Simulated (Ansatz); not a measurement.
Hexagonal WC was calculated with PBE-D3(BJ) (Ansatz, a program for electronic structure, PAW).

Run with plane-wave cutoff 520 eV, 24×24×20 k mesh (along the axes of the cell as run), Fermi–Dirac smearing 0.05 eV, no spin polarisation, scalar-relativistic PAW data made under PBE.

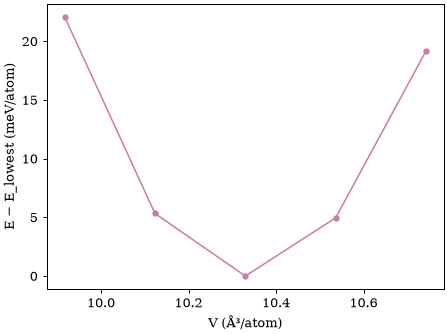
Figure. Total energy against volume

Question: From the curve, estimate the equilibrium volume and the bulk modulus.

Answer: V0 ≈ 10.3 Å³/atom and B0 ≈ 400 GPa; the fit gives V0 = 10.330 Å³/atom, B0 = 399 GPa, B′ = 4.3.

Shape and atoms are relaxed at each volume.

Measured, for comparison: bulk modulus 384 ± 0.8 GPa (room temperature, no zero-point or thermal correction, adiabatic, ultrasonic, our sources range from 377 to 412; as tabulated in Compression behavior of WC and WC-6%Co up to 50 GPa (OSTI 1006718)). Computed (rounded) less measured: bulk modulus +4 % (inside the range of the sources held).

Note: the bulk modulus comes from volumes at which shape and atoms were relaxed.

Spin–orbit coupling is not included.
